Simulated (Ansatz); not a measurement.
```xyz
4

C    -1.7839    2.1444   -1.6827
O    -2.3587    1.6458   -2.5369
S    -0.8889    2.7937   -0.4985
S     0.8433    1.8263   -0.7544
```

Geometry: PBE0-D4/def2-TZVP.

All numbers below come from isolated molecule in a Gaussian basis; Kohn-Sham density functional theory, functional PBE0 (Ansatz).

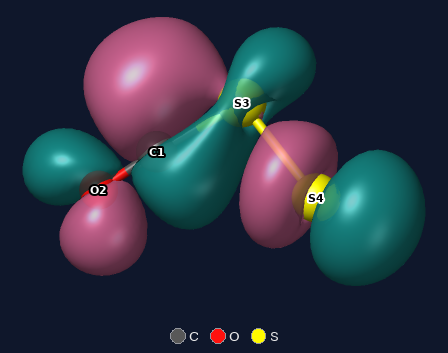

COS2 (SMILES O=C=S=S). One frontier orbital at ±0.08 Å⁻³ᐟ² (teal and pink are the two phases), seen at a tilt.

**Which orbital is it: HOMO or LUMO?**

The LUMO, at −3.20 eV. By Hirshfeld shares it lies mainly on C1 (about 35 %), S4 (about 25 %), O2 (about 20 %) and S3 (about 20 %); it is symmetric in the molecular plane (an in-plane orbital: σ, lone-pair or in-plane π type).
